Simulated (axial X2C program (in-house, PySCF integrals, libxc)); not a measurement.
**All-electron X2C curves of BrMn**

What are the state, bond length, wavenumber and bond energy of BrMn, and what does spin–orbit coupling change?

Program: an in-house X2C program for linear molecules on PySCF integrals. Level of theory: all-electron X2C, Br dyall-cv3z, Mn dyall-cv3z. These are calculated values, not measurements.

### 1 The job

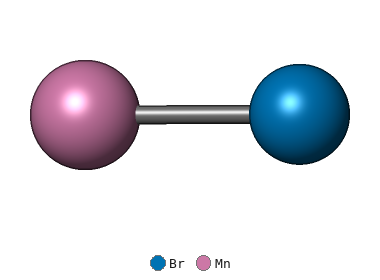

The two atoms at 2.330 Å (bromine blue, manganese pink).

The input, task.json:

```json
{
 "zs": [
  35,
  25
 ],
 "q": 0,
 "bas": [
  "dyall-cv3z",
  "dyall-cv3z"
 ],
 "levels": [
  "PBE0",
  "HF",
  "PBEsol"
 ],
 "cc": true,
 "r0": 2.33,
 "thr": -2.0,
 "nmax": 90,
 "npts": 10,
 "nst": 2,
 "ntry": 6
}
```

Keys: zs atomic numbers; q charge; bas basis sets; levels methods (HF also brings MP2); cc coupled cluster on or off; r0 starting distance in Å; thr threshold in hartree for freezing inner shells (an s shell follows its p shell); nmax most natural virtual spinors; npts points asked for on the curve; nst determinants followed; ntry starts of the search.

Run with:

```
> python so2c.py task.json out
```

Spin-free means the one-electron spin-free X2C Hamiltonian; two-component (2c) means X2C with spin–orbit coupling and atomic mean-field two-electron Coulomb and Gaunt terms. Basis: Br dyall-cv3z contracted to [8s9p6d4f1g], Mn dyall-cv3z contracted to [9s10p6d3f2g]; Gaussian nuclei, density fitting. Masses: Br 78.918 u, Mn 54.938 u.

Notation: σ, π±, δ± give the projection m of an orbital's angular momentum (0, ±1, ±2), α and β its spin, Λ and M_S the sums; ω is the projection of a spinor's total angular momentum and Ω the sum. Logs are in hartree.

The results follow Hamiltonian by Hamiltonian and level by level.

### 2 Which state to follow

Determinants are compared with PBE0 at 2.330 Å.

Spin-free determinants:

```tsv
ΔE (eV)	state	open shells
0.00	M_S = 3, Λ = 0	beyond closed shells: 2 × σα, π+α, π-α, δ+α, δ-α
0.64	M_S = 2, Λ = 0	beyond closed shells: π+α, π-α, δ+α, δ-α
1.73	M_S = 2, Λ = 1	beyond closed shells: σα, π+α, π+β, π-α, δ+α, δ-α
1.92	M_S = 2, Λ = 2	beyond closed shells: σα, π+α, π-α, δ+α, δ+β, δ-α
3.18	M_S = 3, Λ = 1	beyond closed shells: σα, 2 × π+α, π-α, δ+α, δ-α
3.38	M_S = 2, Λ = 1	beyond closed shells: σα, π+α, δ+α, δ-α
3.68	M_S = 2, Λ = 1	beyond closed shells: 2 × σα, π-α, δ+α, δ+β, δ-α
```

Two-component determinants:

```
ΔE (eV)  state                                           open shells
   0.00  Ω = 3                excess of +ω over −ω: ω = 1/2, ω = 5/2
   0.64  Ω = 2               excess of +ω over −ω: ω = -1/2, ω = 5/2
   1.74  Ω = 1               excess of +ω over −ω: ω = -3/2, ω = 5/2
   1.88  Ω = 4                excess of +ω over −ω: ω = 3/2, ω = 5/2
   3.01  Ω = 2  excess of +ω over −ω: 2 × ω = 1/2, ω = -3/2, ω = 5/2
   3.21  Ω = 1                     excess of +ω over −ω: 2 × ω = 1/2
   3.32  Ω = 1               excess of +ω over −ω: ω = -3/2, ω = 5/2
```

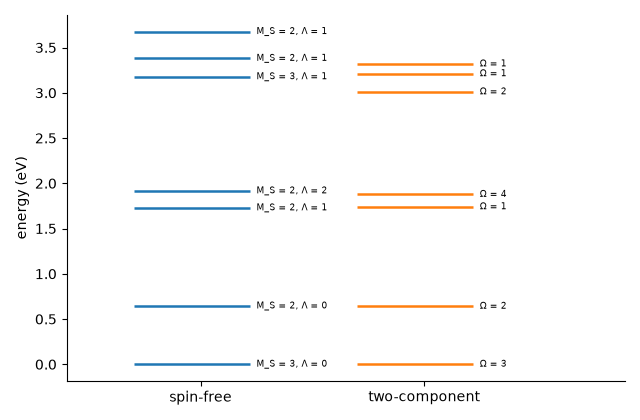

The determinants found, each set from its own lowest.

### 3 PBE0, spin-free

State followed: M_S = 3, Λ = 0 (beyond closed shells: 2 × σα, π+α, π-α, δ+α, δ-α). The scan is laid around 2.387 Å, a first estimate of the minimum, and this SCF restarts from the orbitals of the search.

The SCF at the reference distance of 2.387 Å:

```text
spin-free X2C-1e  PBE0
basis functions 210  fitting functions 1174  grid points 5803
iter        total energy     max residual
   1      -3764.075558062     2.29e+00
   2      -3764.490412063     3.11e-03
   3      -3764.490532640     3.17e-03
   4      -3764.490811455     7.70e-04
   5      -3764.490813158     3.86e-04
   6      -3764.490813938     1.43e-04
   7      -3764.490814185     2.20e-05
   8      -3764.490814193     7.68e-06
   9      -3764.490814194     1.69e-06
converged
one-electron -5607.47699967  Coulomb 1794.18072427  exact exchange -35.66391140  xc functional -109.51054342  nuclear repulsion 193.97991603
```

Along the bond, energies from the lowest point:

```tsv
R (Å)	E (eV)	μ (D)	HOMO (eV)	LUMO (eV)	iterations
2.077	0.6892	1.09	-5.22	-2.39	10
2.172	0.2815	1.66	-5.42	-2.40	10
2.244	0.1095	2.09	-5.57	-2.44	10
2.315	0.0224	2.53	-5.70	-2.49	10
2.387	0.0000	2.97	-5.83	-2.55	9
2.470	0.0346	3.48	-5.97	-2.64	9
2.554	0.1166	4.00	-6.10	-2.73	9
2.662	0.2689	4.65	-6.26	-2.87	9
2.793	0.4981	5.43	-6.42	-3.05	10
2.984	0.8671	6.52	-6.58	-3.33	11
```

Dipoles are positive if Mn is the positive end.

Outer orbitals at the reference distance:

```
symmetry  occupied  ε (eV)              atomic character
      σα       yes  -21.20    84% Br s, 7% Mn p, 6% Mn d
      σβ       yes  -21.02    84% Br s, 7% Mn p, 5% Mn d
      σα       yes  -11.52            82% Mn d, 15% Br p
     δ-α       yes  -11.33                     100% Mn d
     δ+α       yes  -11.33                     100% Mn d
     π+α       yes  -11.31             96% Mn d, 3% Br p
     π-α       yes  -11.31             96% Mn d, 3% Br p
      σβ       yes   -9.16    79% Br p, 8% Mn s, 6% Mn d
      σα       yes   -9.07  56% Br p, 27% Mn s, 14% Mn d
     π-β       yes   -7.98    89% Br p, 7% Mn d, 4% Mn p
     π+β       yes   -7.98    89% Br p, 7% Mn d, 4% Mn p
     π+α       yes   -7.84    89% Br p, 6% Mn d, 5% Mn p
     π-α       yes   -7.84    89% Br p, 6% Mn d, 5% Mn p
      σα       yes   -5.83  55% Mn s, 27% Mn p, 15% Br p
      σβ        no   -2.55   66% Mn s, 27% Mn d, 3% Mn p
     δ-β        no   -1.70                     100% Mn d
     δ+β        no   -1.70                     100% Mn d
     π-β        no   -1.56             93% Mn d, 4% Br p
```

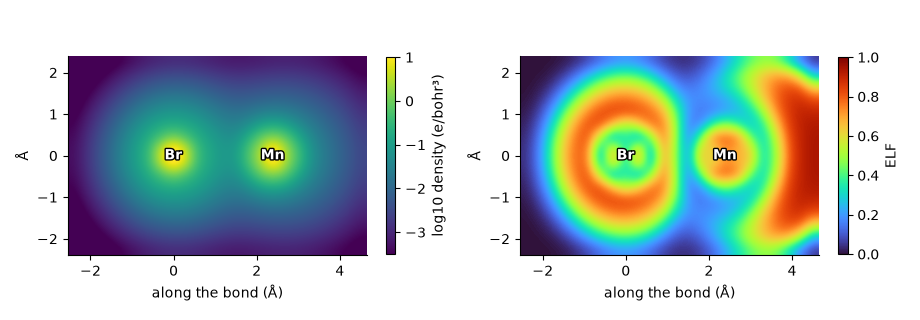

PBE0 fields in a plane through the axis, from a grid of 0.3 Å; Br lies at z = 0 and Mn at z = 2.387 Å; the ELF is damped to zero where the density is low.

Re = 2.381 Å, ωe = 285.4 cm⁻¹, ωexe = 0.809 cm⁻¹, Be = 0.09182 cm⁻¹, De = 3.31 eV, μ = 2.93 D.

### 4 HF, spin-free

Output at 2.387 Å:

```text
spin-free X2C-1e  HF
basis functions 210  fitting functions 1174  grid points 5803
iter        total energy     max residual
   1      -3761.972004968     2.10e-01
   2      -3762.007278742     7.88e-03
   3      -3762.009652011     3.10e-03
   4      -3762.009986888     1.85e-03
   5      -3762.010110702     7.84e-04
   6      -3762.010132177     2.39e-04
   7      -3762.010135259     7.94e-05
   8      -3762.010135770     2.54e-05
   9      -3762.010135828     1.42e-05
  10      -3762.010135837     2.78e-06
  11      -3762.010135838     7.47e-07
converged
one-electron -5607.67766282  Coulomb 1794.51513747  exact exchange -142.82752651  xc functional 0.00000000  nuclear repulsion 193.97991603
```

Re = 2.460 Å, ωe = 273.5 cm⁻¹, ωexe = 0.758 cm⁻¹, Be = 0.086 cm⁻¹, De = 2.75 eV, μ = 3.87 D.

### 5 PBEsol, spin-free

Output at 2.387 Å:

```text
spin-free X2C-1e  PBEsol
basis functions 210  fitting functions 1174  grid points 5803
iter        total energy     max residual
   1      -3761.516651747     6.31e-02
   2      -3761.523056354     1.15e-02
   3      -3761.512470526     2.54e-02
   4      -3761.525210653     1.21e-02
   5      -3761.525817073     1.51e-03
   6      -3761.525829333     5.95e-04
   7      -3761.525832963     3.44e-05
   8      -3761.525833021     7.24e-06
   9      -3761.525833022     3.44e-06
converged
one-electron -5606.66372328  Coulomb 1793.27277855  exact exchange 0.00000000  xc functional -142.11480432  nuclear repulsion 193.97991603
```

Re = 2.342 Å, ωe = 291.3 cm⁻¹, ωexe = 0.868 cm⁻¹, Be = 0.09487 cm⁻¹, De = 3.70 eV, μ = 2.11 D.

### 6 Correlated methods, spin-free

Correlated methods: 14 electrons correlated (frozen shells, counted by type: Br 3 s, 2 p, 1 d; Mn 3 s, 2 p), 276 virtual spinors in MP2, 90 natural virtuals in coupled cluster.

Output of the correlated part at 2.387 Å:

```text
correlated 14  virtual 276  natural virtual 90  E(MP2) -0.278496003  MP2 remainder -0.014160327
iter   CCSD correlation   residual
   1     -0.279342844   7.96e-02
   2     -0.284474736   2.87e-02
   3     -0.285282548   1.10e-02
   4     -0.285349969   4.71e-03
   5     -0.285398983   1.55e-03
   6     -0.285406023   5.66e-04
   7     -0.285405344   1.89e-04
   8     -0.285406184   6.90e-05
   9     -0.285405468   2.24e-05
  10     -0.285405615   8.56e-06
  11     -0.285405583   2.92e-06
  12     -0.285405609   1.24e-06
  13     -0.285405608   5.42e-07
(T) -0.009024798  T1 0.0185  D1 0.0348  max T2 0.042
```

T1 in the output is the amplitude norm over the root of the electron number; divide by √2 for the Lee–Taylor value.

MP2: Re = 2.401 Å, ωe = 286.7 cm⁻¹, Be = 0.09026 cm⁻¹, De = 3.20 eV.

CCSD: Re = 2.404 Å, ωe = 286.1 cm⁻¹, ωexe = 0.778 cm⁻¹, Be = 0.09008 cm⁻¹, De = 2.86 eV. T1 at Re = 0.013 (Lee–Taylor, the printed value over √2).

CCSD(T): Re = 2.401 Å, ωe = 286.2 cm⁻¹, ωexe = 0.789 cm⁻¹, Be = 0.09026 cm⁻¹, De = 2.88 eV. T1 at Re = 0.013 (Lee–Taylor, the printed value over √2).

### 7 A higher determinant, spin-free

State: M_S = 2, Λ = 0 (beyond closed shells: π+α, π-α, δ+α, δ-α).

Output at the reference distance:

```text
spin-free X2C-1e  PBE0
basis functions 210  fitting functions 1174  grid points 5803
iter        total energy     max residual
   1      -3764.040424562     2.30e+00
   2      -3764.465379744     3.24e-03
   3      -3764.465493628     3.40e-03
   4      -3764.465802121     7.23e-04
   5      -3764.465805782     3.80e-04
   6      -3764.465807682     3.13e-04
   7      -3764.465808661     1.10e-04
   8      -3764.465809632     8.78e-05
   9      -3764.465809934     2.50e-05
  10      -3764.465809988     7.46e-06
  11      -3764.465809990     2.13e-06
  12      -3764.465809990     9.05e-07
converged
one-electron -5607.54165674  Coulomb 1794.22653350  exact exchange -35.64863344  xc functional -109.48196933  nuclear repulsion 193.97991603
```

```tsv
R (Å)	E above the lowest PBE0 point (eV)
2.077	1.069
2.172	0.785
2.244	0.685
2.315	0.656
2.387	0.680
2.470	0.759
2.554	0.876
2.662	1.061
2.793	1.314
```

Re = 2.315 Å, ωe = 296.4 cm⁻¹, ωexe = 0.88 cm⁻¹, Be = 0.09714 cm⁻¹, μ = 2.88 D. ⟨S²⟩ = 6.78 against 6.00 for a pure state, so this determinant mixes spins. Te = 0.66 eV.

### 8 The spin-free curves together

Energy (eV) of the followed determinant, spin-free, from each level's lowest point:

```tsv
R (Å)	PBE0	HF	MP2	CCSD	CCSD(T)	PBEsol
2.077	0.689	1.113	0.810	n/a	n/a	0.520
2.172	0.281	0.545	0.350	0.356	0.348	0.182
2.244	0.109	0.278	0.149	0.153	0.148	0.052
2.315	0.022	0.112	0.039	0.041	0.039	0.000
2.387	0.000	0.026	0.000	0.000	0.000	0.006
2.470	0.035	0.000	0.020	0.019	0.020	0.066
2.554	0.117	0.035	0.093	0.090	0.093	0.168
2.662	0.269	0.141	0.239	0.234	0.238	0.338
2.793	0.498	0.331	0.467	n/a	n/a	0.580
2.984	0.867	0.666	0.844	n/a	n/a	0.953
```

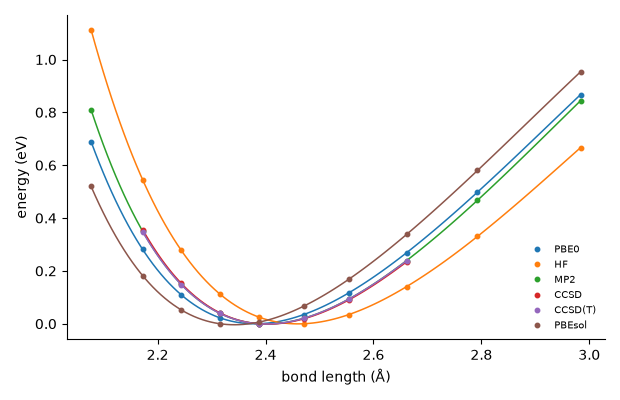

Curves of the followed state, spin-free, each from its own lowest point.

### 9 PBE0, 2c

State followed: Ω = 3 (excess of +ω over −ω: ω = 1/2, ω = 5/2). The scan is laid around 2.387 Å, a first estimate of the minimum, and this SCF restarts from the orbitals of the search.

Output at 2.387 Å:

```text
two-component X2C + atomic mean field  PBE0
basis functions 210  fitting functions 1174  grid points 5803
iter        total energy     max residual
   1      -3762.880146410     2.30e+00
   2      -3763.295459408     3.11e-03
   3      -3763.295579490     3.21e-03
   4      -3763.295859684     7.70e-04
   5      -3763.295861366     3.84e-04
   6      -3763.295862140     1.42e-04
   7      -3763.295862385     2.22e-05
   8      -3763.295862393     7.69e-06
   9      -3763.295862394     1.67e-06
converged
one-electron -5604.40075518  Coulomb 1793.54220779  exact exchange -35.65113546  xc functional -109.47137172  nuclear repulsion 193.97991603  atomic mean-field constant -1.29472386
```

Along the bond, energies from the lowest point:

```tsv
R (Å)	E (eV)	μ (D)	HOMO (eV)	LUMO (eV)	iterations
2.077	0.6937	1.08	-5.22	-2.39	11
2.172	0.2844	1.65	-5.42	-2.41	10
2.244	0.1113	2.08	-5.56	-2.44	10
2.315	0.0233	2.52	-5.69	-2.49	10
2.387	0.0000	2.96	-5.82	-2.55	9
2.470	0.0337	3.47	-5.96	-2.64	9
2.554	0.1148	3.98	-6.09	-2.73	9
2.662	0.2661	4.63	-6.24	-2.87	9
2.793	0.4942	5.41	-6.39	-3.05	10
2.984	0.8615	6.49	-6.52	-3.32	11
```

Dipoles are positive if Mn is the positive end.

Outer spinors at the reference distance:

```tsv
ω	occupied	ε (eV)	atomic character	λ mixture
1/2	yes	-21.21	84% Br s, 7% Mn p, 6% Mn d	100% σ
-1/2	yes	-21.03	84% Br s, 7% Mn p, 5% Mn d	100% σ
1/2	yes	-11.52	82% Mn d, 15% Br p	100% σ
-3/2	yes	-11.37	100% Mn d	100% δ
-1/2	yes	-11.34	96% Mn d, 3% Br p	100% π
3/2	yes	-11.29	97% Mn d, 3% Br p	100% π
5/2	yes	-11.29	100% Mn d	100% δ
-1/2	yes	-9.19	79% Br p, 8% Mn s, 6% Mn d	97% σ, 3% π
1/2	yes	-9.09	57% Br p, 26% Mn s, 14% Mn d	97% σ, 3% π
1/2	yes	-8.11	88% Br p, 7% Mn d, 3% Mn p	97% π, 3% σ
-1/2	yes	-7.97	88% Br p, 6% Mn d, 5% Mn p	97% π, 3% σ
-3/2	yes	-7.83	89% Br p, 7% Mn d, 4% Mn p	100% π
3/2	yes	-7.70	88% Br p, 6% Mn d, 6% Mn p	100% π
1/2	yes	-5.82	55% Mn s, 27% Mn p, 15% Br p	100% σ
-1/2	no	-2.55	66% Mn s, 27% Mn d, 3% Mn p	100% σ
3/2	no	-1.73	100% Mn d	100% δ
-5/2	no	-1.67	100% Mn d	100% δ
1/2	no	-1.58	94% Mn d, 4% Br p	100% π
```

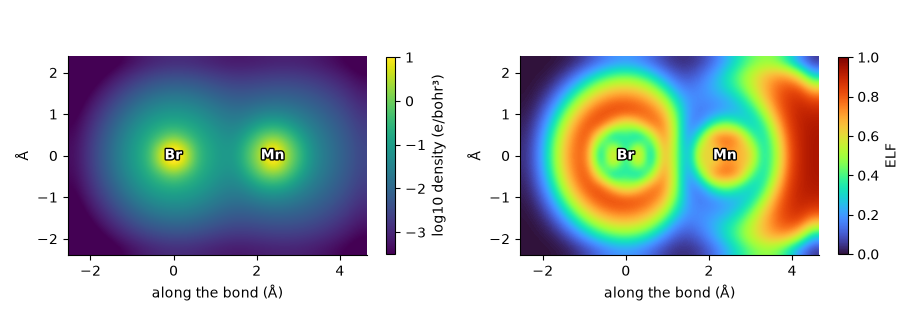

PBE0 fields in a plane through the axis, from a grid of 0.3 Å; Br lies at z = 0 and Mn at z = 2.387 Å; the ELF is damped to zero where the density is low.

Re = 2.382 Å, ωe = 284.9 cm⁻¹, ωexe = 0.809 cm⁻¹, Be = 0.09173 cm⁻¹, De = 3.21 eV, μ = 2.93 D.

### 10 HF, 2c

The SCF at the reference distance of 2.387 Å:

```text
two-component X2C + atomic mean field  HF
basis functions 210  fitting functions 1174  grid points 5803
iter        total energy     max residual
   1      -3760.777897040     2.10e-01
   2      -3760.813204179     7.97e-03
   3      -3760.815589216     3.11e-03
   4      -3760.815926468     1.85e-03
   5      -3760.816051463     7.85e-04
   6      -3760.816073178     2.38e-04
   7      -3760.816076317     7.95e-05
   8      -3760.816076843     2.54e-05
   9      -3760.816076906     1.41e-05
  10      -3760.816076918     9.67e-06
  11      -3760.816076919     7.23e-06
  12      -3760.816076920     5.43e-06
  13      -3760.816076920     3.36e-06
  14      -3760.816076921     1.62e-06
converged
one-electron -5604.59877656  Coulomb 1793.87400959  exact exchange -142.77650212  xc functional 0.00000000  nuclear repulsion 193.97991603  atomic mean-field constant -1.29472386
```

Re = 2.461 Å, ωe = 273.1 cm⁻¹, ωexe = 0.757 cm⁻¹, Be = 0.08591 cm⁻¹, De = 2.59 eV, μ = 3.87 D.

### 11 PBEsol, 2c

The SCF at the reference distance of 2.387 Å:

```text
two-component X2C + atomic mean field  PBEsol
basis functions 210  fitting functions 1174  grid points 5803
iter        total energy     max residual
   1      -3760.322132531     6.33e-02
   2      -3760.328505205     1.15e-02
   3      -3760.317525618     2.63e-02
   4      -3760.330719858     1.21e-02
   5      -3760.331319222     1.55e-03
   6      -3760.331331968     6.10e-04
   7      -3760.331335771     3.55e-05
   8      -3760.331335831     7.34e-06
   9      -3760.331335833     3.55e-06
converged
one-electron -5603.59176885  Coulomb 1792.63860002  exact exchange 0.00000000  xc functional -142.06335917  nuclear repulsion 193.97991603  atomic mean-field constant -1.29472386
```

Re = 2.343 Å, ωe = 290.7 cm⁻¹, ωexe = 0.87 cm⁻¹, Be = 0.09477 cm⁻¹, De = 3.57 eV, μ = 2.11 D.

### 12 MP2 and beyond, 2c

Correlated methods: 14 electrons correlated (frozen shells, counted by type: Br 3 s, 2 p, 1 d; Mn 3 s, 2 p), 276 virtual spinors in MP2, 90 natural virtuals in coupled cluster.

Output of the correlated part at 2.387 Å:

```text
correlated 14  virtual 276  natural virtual 90  E(MP2) -0.278406416  MP2 remainder -0.014164013
iter   CCSD correlation   residual
   1     -0.279257746   7.96e-02
   2     -0.284392323   2.87e-02
   3     -0.285197241   1.09e-02
   4     -0.285264755   4.71e-03
   5     -0.285313812   1.55e-03
   6     -0.285320814   5.67e-04
   7     -0.285320151   1.90e-04
   8     -0.285320986   6.99e-05
   9     -0.285320266   2.31e-05
  10     -0.285320420   9.20e-06
  11     -0.285320387   3.48e-06
  12     -0.285320417   1.67e-06
  13     -0.285320415   8.57e-07
(T) -0.009018652  T1 0.0185  D1 0.0348  max T2 0.041
```

MP2: Re = 2.403 Å, ωe = 286.3 cm⁻¹, Be = 0.09016 cm⁻¹, De = 3.06 eV.

CCSD: Re = 2.405 Å, ωe = 285.7 cm⁻¹, ωexe = 0.781 cm⁻¹, Be = 0.08999 cm⁻¹, De = 2.71 eV. T1 at Re = 0.013 (Lee–Taylor, the printed value over √2).

CCSD(T): Re = 2.402 Å, ωe = 285.8 cm⁻¹, ωexe = 0.792 cm⁻¹, Be = 0.09017 cm⁻¹, De = 2.74 eV. T1 at Re = 0.013 (Lee–Taylor, the printed value over √2).

### 13 A higher determinant, 2c

State: Ω = 2 (excess of +ω over −ω: ω = -1/2, ω = 5/2).

Output at the reference distance:

```text
two-component X2C + atomic mean field  PBE0
basis functions 210  fitting functions 1174  grid points 5803
iter        total energy     max residual
   1      -3762.845063378     2.30e+00
   2      -3763.270537041     3.24e-03
   3      -3763.270651075     3.42e-03
   4      -3763.270959149     7.23e-04
   5      -3763.270962823     3.69e-04
   6      -3763.270964719     3.10e-04
   7      -3763.270965677     1.10e-04
   8      -3763.270966654     8.87e-05
   9      -3763.270966959     2.53e-05
  10      -3763.270967015     7.46e-06
  11      -3763.270967017     2.16e-06
  12      -3763.270967017     9.30e-07
converged
one-electron -5604.46949635  Coulomb 1793.59206896  exact exchange -35.63584428  xc functional -109.44288752  nuclear repulsion 193.97991603  atomic mean-field constant -1.29472386
```

```tsv
R (Å)	E above the lowest PBE0 point (eV)
2.077	1.070
2.172	0.785
2.244	0.683
2.315	0.654
2.387	0.677
2.470	0.755
2.554	0.871
2.662	1.054
2.793	1.306
```

Re = 2.316 Å, ωe = 295.8 cm⁻¹, ωexe = 0.884 cm⁻¹, Be = 0.09704 cm⁻¹, μ = 2.88 D. Te = 0.65 eV.

### 14 The 2c curves together

Energy (eV) of the followed determinant, 2c, from each level's lowest point:

```tsv
R (Å)	PBE0	HF	MP2	CCSD	CCSD(T)	PBEsol
2.077	0.694	1.119	0.815	n/a	n/a	0.523
2.172	0.284	0.549	0.354	0.360	0.352	0.184
2.244	0.111	0.281	0.151	0.155	0.150	0.053
2.315	0.023	0.114	0.040	0.042	0.040	0.000
2.387	0.000	0.027	0.000	0.000	0.000	0.005
2.470	0.034	0.000	0.019	0.018	0.019	0.064
2.554	0.115	0.034	0.091	0.088	0.091	0.165
2.662	0.266	0.139	0.236	0.232	0.236	0.334
2.793	0.494	0.328	0.464	n/a	n/a	0.575
2.984	0.861	0.663	0.839	n/a	n/a	0.946
```

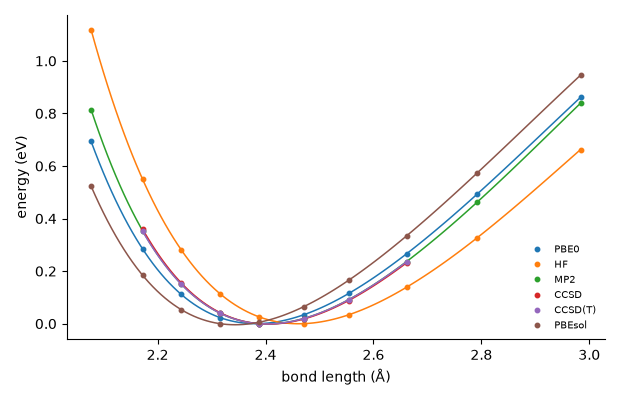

Curves of the followed state, 2c, each from its own lowest point.

The whole job took 3 min on 1 thread of Arm Neoverse V1, shared host.

### 15 Constants

Lowest determinant that the search found at its distance, spin-free: M_S = 3, Λ = 0 (beyond closed shells: 2 × σα, π+α, π-α, δ+α, δ-α).

Lowest determinant that the search found at its distance, 2c: Ω = 3 (excess of +ω over −ω: ω = 1/2, ω = 5/2).

```tsv
Hamiltonian	level	Re (Å)	ωe (cm⁻¹)	De (eV)	μ (D)
spin-free	PBE0	2.381	285.4	3.31	2.93
spin-free	HF	2.460	273.5	2.75	3.87
spin-free	MP2	2.401	286.7	3.20	n/a
spin-free	CCSD	2.404	286.1	2.86	n/a
spin-free	CCSD(T)	2.401	286.2	2.88	n/a
spin-free	PBEsol	2.342	291.3	3.70	2.11
2c	PBE0	2.382	284.9	3.21	2.93
2c	HF	2.461	273.1	2.59	3.87
2c	MP2	2.403	286.3	3.06	n/a
2c	CCSD	2.405	285.7	2.71	n/a
2c	CCSD(T)	2.402	285.8	2.74	n/a
2c	PBEsol	2.343	290.7	3.57	2.11
```

Dipoles are positive if Mn is the positive end.

Time per point (s) on 1 thread of Arm Neoverse V1, shared host (2c runs; CCSD comes with the CCSD(T) run); the times are rough: PBE0 0.74, HF 0.58, MP2 0.96, CCSD(T) 6.3, PBEsol 0.35.

**Reading.** At CCSD(T), going from spin-free to two-component changes Re by +1 mÅ, ωe by -0.1 %, which is small (part of it comes from the scalar share of the two-electron terms). De moves by -0.14 eV; both De rest on single-determinant atoms, which can miss part of an open shell's spin–orbit lowering.

De refers to Br + Mn, each in the lowest determinant found, which need not be this curve's own limit. The state is a single determinant with fixed occupations, the lowest that a limited PBE0 search found. De is counted from the lowest determinant-based energies of the atoms at the same level, without counterpoise correction. Density functionals use the spin component along the axis (collinear). Coupled cluster ran in a truncated set of natural virtual spinors; the MP2 energy of the rest was added. With several unpaired electrons one determinant need not be a pure state.
